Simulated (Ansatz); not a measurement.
Formation energy of the bound charge states of P_Al in zinc-blende AlP (start: the Al site; 64-site cell, 2×2×2 shifted sampling) against the Fermi level, Al-rich (Δμ(Al) = 0.00 eV, Δμ(P) = -1.26 eV; only phases computed here count, gases as isolated molecules at 0 K). Calculation: PBE, PAW (plane waves to 420 eV; Ansatz, a quantum-chemistry and plane-wave program).

Cell and caveats: 64-site cell; 2×2×2 shifted k-points; host gap 1.63 eV; charged states image-corrected; finite-size errors of tenths of an eV.

Left out: charge −1 (carrier in host band states).

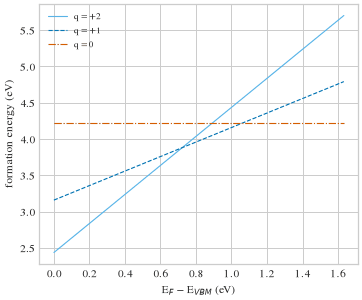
Fig. 1. Formation energy of each charge state against the Fermi level

Crossings of the lowest lines: (+2/+1) at 0.72 eV; (+1/0) at 1.07 eV. At the valence-band maximum: q = +2: 2.44 eV; q = +1: 3.16 eV; q = 0: 4.22 eV.
